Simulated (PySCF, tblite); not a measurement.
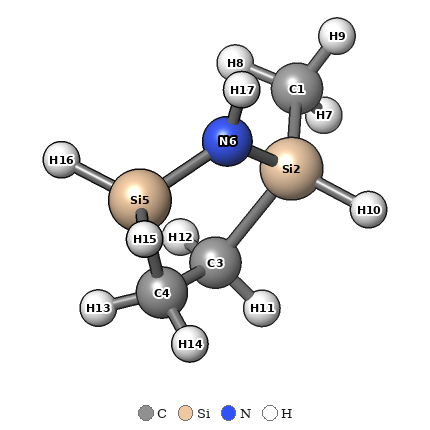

First-order isotropic EPR spectrum (fast tumbling, first derivative) of C₃H₁₁NSi₂⁺, SMILES C[Si@@H]1CC[SiH2][NH+]1, doublet at 9.75 GHz, Lorentzian lines of 0.06 mT full width at half height, from computed g and hyperfine couplings (B3LYP/pcH-1 in PySCF, at a GFN2-xTB geometry (a minimum by its frequencies), gas phase); values of one conformer, averaged over methyl-type rotors alone; other conformers aren't averaged in; no vibrational averaging; dilute isotopes left out. The SMILES is one Lewis form and needn't show where the spin sits.

Q: Give g and the hyperfine couplings.

A: g_iso = 2.0038, which centres the spectrum at 347.7 mT; it spans 17.4 mT.

| nuclei | isotope | a (mT) | a (MHz) |
| --- | --- | --- | --- |
| H13 | ¹H | 4.31 | 121.0 |
| H11 | ¹H | 3.94 | 110.4 |
| H10 | ¹H | 3.38 | 94.7 |
| H16 | ¹H | 3.08 | 86.4 |
| H14 | ¹H | 0.55 | 15.3 |
| H17 | ¹H | −0.47 | −13.1 |
| H7, H8, H9 | ¹H | 0.34 | 9.7 |
| H12 | ¹H | 0.28 | 8.0 |
| H15 | ¹H | −0.18 | −5.0 |
| N6 | ¹⁴N | 0.07 | 2.0 |

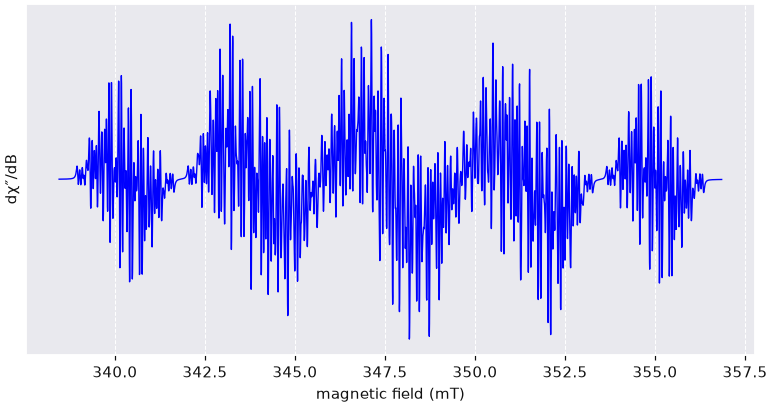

Caveats: the tight-binding geometry is rougher than a DFT one and adds to the error.
